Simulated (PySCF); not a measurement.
# C4H8OSi: NMR shifts at several levels of theory, part 2 of 2

PySCF 2.14.0. Atoms count from 0. The steps go on from the part before.

### Step 8. Nuclear shieldings: CAM-B3LYP/pcSseg-1

What the job is given:

```
{"job": {"kind": "nmr", "xc": "CAM-B3LYP", "basis": "pcSseg-1", "pop": false}, "charge": 0, "multiplicity": 1}
C      2.142899     0.846903     0.113904
C      1.044478     0.167806     0.399167
C      0.346586    -1.121887     0.468815
C     -0.361367     0.193755     0.790245
O     -1.298992     0.718498    -0.086326
Si    -2.877217     0.167860    -0.124462
H      2.158975     1.939069     0.169899
H      3.062148     0.339394    -0.193351
H      0.551743    -1.821638     1.287512
H      0.090997    -1.599283    -0.484653
H     -0.583466     0.374387     1.853466
H     -3.511356     0.304975     1.224126
H     -2.934144    -1.269634    -0.532873
H     -3.586574     1.015010    -1.118988
```

Method: GIAO CAM-B3LYP/pcSseg-1 NMR shielding, non-relativistic, gas phase.

What it wrote:

```text
coarse grid: 12016 points
cycle   1  E = -521.6109946605  dE =  8.777e-01  |g| = 6.775e-01  |ddm| = 3.377e+00
cycle   2  E = -521.5612774124  dE =  4.972e-02  |g| = 8.918e-01  |ddm| = 1.214e+00
cycle   3  E = -521.6975500010  dE = -1.363e-01  |g| = 6.984e-02  |ddm| = 7.372e-01
cycle   4  E = -521.6983816059  dE = -8.316e-04  |g| = 3.230e-02  |ddm| = 8.927e-02
cycle   5  E = -521.6986305876  dE = -2.490e-04  |g| = 5.217e-03  |ddm| = 4.028e-02
cycle   6  E = -521.6986366385  dE = -6.051e-06  |g| = 1.354e-03  |ddm| = 6.934e-03
final grid: 110944 points
cycle   7  E = -521.7548741940  dE = -1.795e-05  |g| = 2.717e-03  |ddm| = 1.365e-02
cycle   8  E = -521.7548742180  dE = -2.396e-08  |g| = 2.865e-03  |ddm| = 4.217e-03
cycle   9  E = -521.7548757729  dE = -1.555e-06  |g| = 4.613e-04  |ddm| = 2.251e-03
cycle  10  E = -521.7548758100  dE = -3.709e-08  |g| = 1.120e-04  |ddm| = 4.283e-04
cycle  11  E = -521.7548758131  dE = -3.086e-09  |g| = 3.006e-05  |ddm| = 1.543e-04
cycle  12  E = -521.7548758133  dE = -2.258e-10  |g| = 6.600e-06  |ddm| = 5.012e-05
converged SCF energy = -521.7548758133

GIAO shielding tensors (ppm)
atom      isotropic    diamagn.    paramagn.     s11        s22        s33       span
  0 C       65.534     254.967    -189.433    -44.038     74.611    166.027    210.065
  1 C       37.466     262.299    -224.832    -64.893    -12.543    189.834    254.727
  2 C      168.926     252.481     -83.555    138.296    158.277    210.205     71.909
  3 C      132.181     245.148    -112.967     88.286    106.781    201.476    113.190
  4 O      308.687     397.296     -88.609    255.239    319.910    350.913     95.674
  5 Si     378.496     878.229    -499.733    332.893    338.944    463.651    130.758
  6 H       25.245      30.103      -4.858     22.715     23.567     29.453      6.738
  7 H       25.514      29.108      -3.593     23.110     23.891     29.543      6.433
  8 H       30.131      30.355      -0.224     25.672     26.063     38.658     12.986
  9 H       30.110      31.506      -1.396     26.222     27.345     36.763     10.541
 10 H       27.749      30.230      -2.481     22.462     26.720     34.064     11.602
 11 H       26.578      28.020      -1.441     23.724     24.722     31.289      7.565
 12 H       26.629      28.872      -2.243     23.171     25.585     31.131      7.960
 13 H       26.724      28.276      -1.552     23.459     24.844     31.869      8.410
```

Wall time 16 s (1 thread of Arm Neoverse V2, shared host); peak memory 0.88 GiB.

Key values: δ C1 145.0, C0 116.9, C3 50.3, C2 13.5, H6 6.08, H7 5.81 ppm.

### Step 9. Shielding tensors: wB97X-D/pcSseg-1

Same as in step 8 but for these lines:

```diff
@@ -1,2 +1,2 @@
-{"job": {"kind": "nmr", "xc": "CAM-B3LYP", "basis": "pcSseg-1", "pop": false}, "charge": 0, "multiplicity": 1}
+{"job": {"kind": "nmr", "xc": "wB97X-D", "basis": "pcSseg-1", "pop": false}, "charge": 0, "multiplicity": 1}
 C      2.142899     0.846903     0.113904
```

Level: GIAO wB97X-D/pcSseg-1 NMR shielding, non-relativistic, gas phase.

What it wrote:

```text
coarse grid: 12016 points
cycle   1  E = -521.6398596569  dE =  9.133e-01  |g| = 6.697e-01  |ddm| = 3.364e+00
cycle   2  E = -521.6160016094  dE =  2.386e-02  |g| = 8.062e-01  |ddm| = 1.107e+00
cycle   3  E = -521.7263434388  dE = -1.103e-01  |g| = 5.882e-02  |ddm| = 6.164e-01
cycle   4  E = -521.7270404878  dE = -6.970e-04  |g| = 2.721e-02  |ddm| = 8.221e-02
cycle   5  E = -521.7272223283  dE = -1.818e-04  |g| = 4.767e-03  |ddm| = 3.822e-02
cycle   6  E = -521.7272286526  dE = -6.324e-06  |g| = 1.210e-03  |ddm| = 8.153e-03
final grid: 110944 points
cycle   7  E = -521.7770152331  dE = -1.360e-04  |g| = 3.578e-03  |ddm| = 3.900e-02
cycle   8  E = -521.7770180028  dE = -2.770e-06  |g| = 2.241e-03  |ddm| = 8.369e-03
cycle   9  E = -521.7770190031  dE = -1.000e-06  |g| = 8.100e-04  |ddm| = 2.274e-03
cycle  10  E = -521.7770191741  dE = -1.709e-07  |g| = 2.914e-04  |ddm| = 1.041e-03
cycle  11  E = -521.7770191951  dE = -2.105e-08  |g| = 5.289e-05  |ddm| = 3.625e-04
cycle  12  E = -521.7770191964  dE = -1.247e-09  |g| = 2.497e-05  |ddm| = 1.169e-04
cycle  13  E = -521.7770191966  dE = -2.171e-10  |g| = 9.957e-06  |ddm| = 4.962e-05
converged SCF energy = -521.7770191966

GIAO shielding tensors (ppm)
atom      isotropic    diamagn.    paramagn.     s11        s22        s33       span
  0 C       68.214     255.250    -187.036    -39.448     76.565    167.525    206.973
  1 C       42.120     263.152    -221.032    -58.193     -6.255    190.809    249.002
  2 C      170.642     252.671     -82.030    140.915    159.612    211.398     70.483
  3 C      134.602     245.462    -110.860     91.472    109.376    202.959    111.487
  4 O      309.854     396.976     -87.123    259.069    320.305    350.187     91.117
  5 Si     383.912     878.374    -494.462    339.610    345.158    466.968    127.358
  6 H       25.233      30.092      -4.859     22.650     23.597     29.452      6.802
  7 H       25.507      29.180      -3.674     23.048     23.912     29.560      6.511
  8 H       30.176      30.432      -0.256     25.678     26.064     38.787     13.109
  9 H       30.143      31.441      -1.299     26.197     27.375     36.856     10.659
 10 H       27.798      30.240      -2.442     22.485     26.732     34.176     11.691
 11 H       26.602      28.030      -1.429     23.727     24.745     31.332      7.605
 12 H       26.651      28.885      -2.234     23.176     25.607     31.170      7.995
 13 H       26.760      28.281      -1.521     23.488     24.875     31.917      8.429
```

Wall time 15 s (1 thread of Arm Neoverse V2, shared host); peak memory 0.87 GiB.

In short: δ C1 142.4, C0 116.3, C3 49.9, C2 13.9, H6 6.15, H7 5.87 ppm.

### Step 10. NMR shieldings: LC-wPBE/pcSseg-1

Same as in step 9 but for these lines:

```diff
@@ -1,2 +1,2 @@
-{"job": {"kind": "nmr", "xc": "wB97X-D", "basis": "pcSseg-1", "pop": false}, "charge": 0, "multiplicity": 1}
+{"job": {"kind": "nmr", "xc": "LC-wPBE", "basis": "pcSseg-1", "pop": false}, "charge": 0, "multiplicity": 1}
 C      2.142899     0.846903     0.113904
```

Level: GIAO LC-wPBE/pcSseg-1 NMR shielding, non-relativistic, gas phase.

What it wrote:

```text
coarse grid: 12016 points
cycle   1  E = -521.4729981322  dE =  1.002e+00  |g| = 6.739e-01  |ddm| = 3.348e+00
cycle   2  E = -521.4766523893  dE = -3.654e-03  |g| = 7.341e-01  |ddm| = 9.872e-01
cycle   3  E = -521.5645921550  dE = -8.794e-02  |g| = 5.825e-02  |ddm| = 5.171e-01
cycle   4  E = -521.5654262370  dE = -8.341e-04  |g| = 2.502e-02  |ddm| = 8.706e-02
cycle   5  E = -521.5655781392  dE = -1.519e-04  |g| = 5.399e-03  |ddm| = 3.674e-02
cycle   6  E = -521.5655866983  dE = -8.559e-06  |g| = 1.209e-03  |ddm| = 9.383e-03
final grid: 110944 points
cycle   7  E = -521.6241418356  dE = -3.727e-05  |g| = 4.848e-03  |ddm| = 2.839e-02
cycle   8  E = -521.6241431249  dE = -1.289e-06  |g| = 3.870e-03  |ddm| = 6.096e-03
cycle   9  E = -521.6241457819  dE = -2.657e-06  |g| = 7.997e-04  |ddm| = 2.717e-03
cycle  10  E = -521.6241456706  dE =  1.113e-07  |g| = 1.559e-04  |ddm| = 6.729e-04
cycle  11  E = -521.6241456967  dE = -2.608e-08  |g| = 4.032e-05  |ddm| = 3.326e-04
cycle  12  E = -521.6241456975  dE = -7.510e-10  |g| = 1.435e-05  |ddm| = 9.007e-05
converged SCF energy = -521.6241456975

GIAO shielding tensors (ppm)
atom      isotropic    diamagn.    paramagn.     s11        s22        s33       span
  0 C       68.838     254.806    -185.968    -44.111     77.089    173.536    217.648
  1 C       44.497     262.641    -218.144    -60.433      0.078    193.847    254.280
  2 C      175.166     252.461     -77.295    145.882    164.897    214.720     68.837
  3 C      139.791     245.071    -105.281     97.139    115.127    207.106    109.967
  4 O      322.133     396.476     -74.343    272.342    332.526    361.532     89.190
  5 Si     385.713     878.358    -492.645    340.334    346.106    470.700    130.366
  6 H       25.110      29.954      -4.844     22.415     23.470     29.443      7.028
  7 H       25.370      29.093      -3.723     22.801     23.753     29.556      6.755
  8 H       30.165      30.500      -0.334     25.534     25.978     38.984     13.451
  9 H       30.093      31.318      -1.226     25.940     27.279     37.058     11.118
 10 H       27.838      30.345      -2.507     22.484     26.679     34.350     11.866
 11 H       26.597      27.981      -1.384     23.706     24.728     31.358      7.653
 12 H       26.650      28.812      -2.162     23.141     25.611     31.196      8.055
 13 H       26.728      28.174      -1.447     23.449     24.813     31.921      8.472
```

Run time: 21 s. Hardware: 1 thread of Arm Neoverse V2, shared host; peak memory 0.82 GiB.

Key values: δ C1 144.1, C0 119.7, C3 48.8, C2 13.4, H6 6.22, H7 5.96 ppm.

### Step 11. Shielding tensors: PBE0/STO-3G

Same as in step 10 but for these lines:

```diff
@@ -1,2 +1,2 @@
-{"job": {"kind": "nmr", "xc": "LC-wPBE", "basis": "pcSseg-1", "pop": false}, "charge": 0, "multiplicity": 1}
+{"job": {"kind": "nmr", "xc": "PBE0", "basis": "STO-3G", "pop": true}, "charge": 0, "multiplicity": 1}
 C      2.142899     0.846903     0.113904
```

Method: GIAO PBE0/STO-3G NMR shielding, non-relativistic, gas phase.

What it wrote:

```text
coarse grid: 12016 points
cycle   1  E = -515.1662195266  dE =  7.783e-01  |g| = 5.176e-01  |ddm| = 4.756e+00
cycle   2  E = -515.1199842050  dE =  4.624e-02  |g| = 6.989e-01  |ddm| = 1.709e+00
cycle   3  E = -515.2608445150  dE = -1.409e-01  |g| = 4.311e-02  |ddm| = 9.771e-01
cycle   4  E = -515.2613264179  dE = -4.819e-04  |g| = 2.203e-02  |ddm| = 9.405e-02
cycle   5  E = -515.2614799510  dE = -1.535e-04  |g| = 4.366e-03  |ddm| = 3.551e-02
cycle   6  E = -515.2614857575  dE = -5.806e-06  |g| = 1.101e-03  |ddm| = 6.633e-03
final grid: 110944 points
cycle   7  E = -515.2235878401  dE = -4.543e-06  |g| = 4.484e-03  |ddm| = 1.424e-02
cycle   8  E = -515.2235848715  dE =  2.969e-06  |g| = 5.493e-03  |ddm| = 1.272e-02
cycle   9  E = -515.2235938059  dE = -8.934e-06  |g| = 9.017e-04  |ddm| = 7.438e-03
cycle  10  E = -515.2235940528  dE = -2.469e-07  |g| = 1.349e-04  |ddm| = 1.189e-03
cycle  11  E = -515.2235940589  dE = -6.100e-09  |g| = 1.130e-05  |ddm| = 2.069e-04
cycle  12  E = -515.2235940589  dE = -3.115e-11  |g| = 6.558e-06  |ddm| = 2.444e-05
converged SCF energy = -515.2235940589

GIAO shielding tensors (ppm)
atom      isotropic    diamagn.    paramagn.     s11        s22        s33       span
  0 C      134.275     253.854    -119.579     45.629    140.555    216.641    171.012
  1 C      122.467     262.450    -139.983     63.557     72.636    231.208    167.651
  2 C      219.766     255.108     -35.342    196.171    211.695    251.432     55.260
  3 C      189.490     253.523     -64.033    151.894    168.610    247.967     96.073
  4 O      420.200     378.490      41.710    316.566    433.742    510.293    193.727
  5 Si     558.559     867.546    -308.988    512.185    516.891    646.599    134.414
  6 H       27.000      30.954      -3.955     24.269     25.412     31.319      7.050
  7 H       27.219      30.265      -3.046     24.441     25.696     31.520      7.079
  8 H       31.669      31.640       0.030     26.520     27.577     40.911     14.391
  9 H       31.741      33.336      -1.595     26.524     29.080     39.620     13.097
 10 H       30.955      32.192      -1.237     25.300     28.795     38.770     13.470
 11 H       30.291      30.198       0.093     26.544     27.849     36.480      9.936
 12 H       30.299      31.270      -0.972     25.924     28.786     36.186     10.262
 13 H       30.035      30.142      -0.108     26.045     27.371     36.689     10.644
```

Run time: 3.2 s. Hardware: 1 thread of Arm Neoverse V2, shared host; peak memory 0.43 GiB.

Key values: δ C1 112.2, C0 100.4, C3 45.2, C2 14.9, H6 5.61, H7 5.39 ppm.

### Step 12. Shielding tensors: PBE0/6-31G

Same as in step 11 but for these lines:

```diff
@@ -1,2 +1,2 @@
-{"job": {"kind": "nmr", "xc": "PBE0", "basis": "STO-3G", "pop": true}, "charge": 0, "multiplicity": 1}
+{"job": {"kind": "nmr", "xc": "PBE0", "basis": "6-31G", "pop": true}, "charge": 0, "multiplicity": 1}
 C      2.142899     0.846903     0.113904
```

With the program's defaults for keys left out, this is: GIAO PBE0/6-31G NMR shielding, non-relativistic, gas phase.

What it wrote:

```text
coarse grid: 12016 points
cycle   1  E = -521.3371989561  dE =  8.821e-01  |g| = 6.313e-01  |ddm| = 3.522e+00
cycle   2  E = -521.2041335927  dE =  1.331e-01  |g| = 1.042e+00  |ddm| = 1.876e+00
cycle   3  E = -521.4220662780  dE = -2.179e-01  |g| = 9.440e-02  |ddm| = 1.253e+00
cycle   4  E = -521.4240701321  dE = -2.004e-03  |g| = 3.297e-02  |ddm| = 1.627e-01
cycle   5  E = -521.4243478308  dE = -2.777e-04  |g| = 7.364e-03  |ddm| = 4.750e-02
cycle   6  E = -521.4243614338  dE = -1.360e-05  |g| = 2.180e-03  |ddm| = 1.157e-02
cycle   7  E = -521.4243625872  dE = -1.153e-06  |g| = 8.959e-04  |ddm| = 3.077e-03
final grid: 110944 points
cycle   8  E = -521.3645495614  dE = -8.694e-06  |g| = 7.659e-03  |ddm| = 1.956e-02
cycle   9  E = -521.3645361856  dE =  1.338e-05  |g| = 1.121e-02  |ddm| = 1.936e-02
cycle  10  E = -521.3645627170  dE = -2.653e-05  |g| = 1.285e-03  |ddm| = 1.209e-02
cycle  11  E = -521.3645631317  dE = -4.147e-07  |g| = 6.993e-05  |ddm| = 1.397e-03
cycle  12  E = -521.3645631315  dE =  1.266e-10  |g| = 8.064e-05  |ddm| = 1.731e-04
cycle  13  E = -521.3645631332  dE = -1.688e-09  |g| = 9.306e-06  |ddm| = 8.861e-05
cycle  14  E = -521.3645631333  dE = -3.070e-11  |g| = 2.312e-06  |ddm| = 1.879e-05
converged SCF energy = -521.3645631333

GIAO shielding tensors (ppm)
atom      isotropic    diamagn.    paramagn.     s11        s22        s33       span
  0 C       92.071     260.819    -168.748     -2.240     94.639    183.815    186.054
  1 C       67.431     258.750    -191.319    -20.778     23.104    199.968    220.746
  2 C      184.358     254.542     -70.184    156.726    175.587    220.762     64.036
  3 C      149.933     244.882     -94.948    109.544    125.592    214.664    105.121
  4 O      323.068     395.704     -72.636    248.858    346.091    374.257    125.399
  5 Si     445.731     879.540    -433.809    398.283    403.726    535.184    136.900
  6 H       26.356      31.242      -4.887     23.868     25.092     30.106      6.238
  7 H       26.729      30.344      -3.615     24.321     25.603     30.262      5.941
  8 H       31.091      30.387       0.704     26.581     27.113     39.579     12.998
  9 H       31.166      30.598       0.568     26.943     28.750     37.806     10.863
 10 H       28.991      29.397      -0.405     23.346     27.951     35.677     12.331
 11 H       27.629      28.083      -0.455     24.046     25.802     33.038      8.992
 12 H       27.625      28.314      -0.689     23.327     26.753     32.794      9.467
 13 H       27.621      28.789      -1.168     23.618     25.684     33.560      9.942
```

Run time: 6.2 s. Hardware: 1 thread of Arm Neoverse V2, shared host; peak memory 0.49 GiB.

In short: δ C1 132.1, C0 107.5, C3 49.6, C2 15.2, H6 6.26, H7 5.88 ppm.

### Step 13. Run by run: NMR shifts

Shifts (ppm) of some atoms, chosen among heavy atoms and hydrogens apart, means over like atoms, with basis size and wall time:

```tsv
run	C1	C0	C3	H11	H10	O4	Si5	functions	time
PBE0/pcSseg-1	142.4	116.0	50.9	4.79	3.65	29.2	-31.6	149	12 s
mPW1PW91/pcSseg-1	142.3	116.0	50.7	4.74	3.64	28.4	-31.5	149	12 s
WP04/pcSseg-1	141.8	114.7	52.0	4.03	3.56	27.4	-39.9	149	12 s
B97-2/pcSseg-1	139.1	113.4	50.4	4.68	3.65	28.0	-33.2	149	12 s
BHandHLYP/pcSseg-1	142.7	115.7	47.4	4.51	3.50	21.7	-36.6	149	11 s
CAM-B3LYP/pcSseg-1	145.0	116.9	50.3	4.68	3.58	29.9	-35.1	149	16 s
wB97X-D/pcSseg-1	142.4	116.3	49.9	4.71	3.58	23.3	-31.0	149	15 s
LC-wPBE/pcSseg-1	144.1	119.7	48.8	4.67	3.49	16.6	-27.2	149	21 s
PBE0/STO-3G	112.2	100.4	45.2	2.40	1.65	-78.5	-41.0	42	3.2 s
PBE0/6-31G	132.1	107.5	49.6	4.99	3.62	-4.6	-1.0	74	6.2 s
```

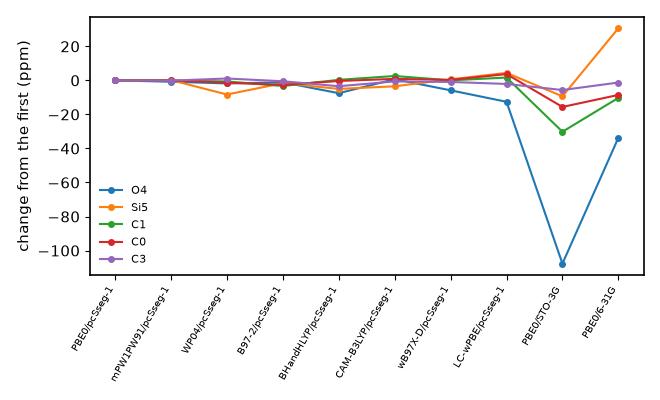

How five of the tabulated atoms move from run to run.

### Step 14. Outcome

This closing draws on all 2 parts.

```
                                                              quantity                                             value
                                                           point group                                                C1
                                  rotational constants (main isotopes)                              8.69, 1.45, 1.33 GHz
                                13C shifts against TMS (PBE0/pcSseg-1)                      142.4, 116.0, 50.9, 14.2 ppm
1H shifts against TMS (PBE0/pcSseg-1, means over atoms taken as alike)            6.19, 5.91, 4.79, 3.65, 1.27, 1.26 ppm
                                17O shifts against H2O (PBE0/pcSseg-1)                                          29.2 ppm
                               29Si shifts against TMS (PBE0/pcSseg-1)                                         -31.6 ppm
                                              range of the shift of O4                                 -78.5 to 29.9 ppm
                                         property runs in this session  10, of which 0 failed and 1 gave unsound results
```

What this shows: Single values in the summary come from the first run of each kind that ended normally (PBE0/pcSseg-1), which need not be the best level. Relaxing lowered the energy by 0.245 eV in 11 steps; the close pair that moved most is O4–Si5, from 1.617 to 1.672 Å. C1 (fully substituted alkene carbon) lies farthest downfield among carbon, at 142.4 ppm; the olefinic region. At PBE0/pcSseg-1: The largest span, 246 ppm, is at C1, where the paramagnetic term is -221 ppm. Across the 10 runs the shift of O4 moves most, between -78.5 (PBE0/STO-3G) and 29.9 ppm (CAM-B3LYP/pcSseg-1). A minimal basis is unusable for shieldings, so that end is no result.
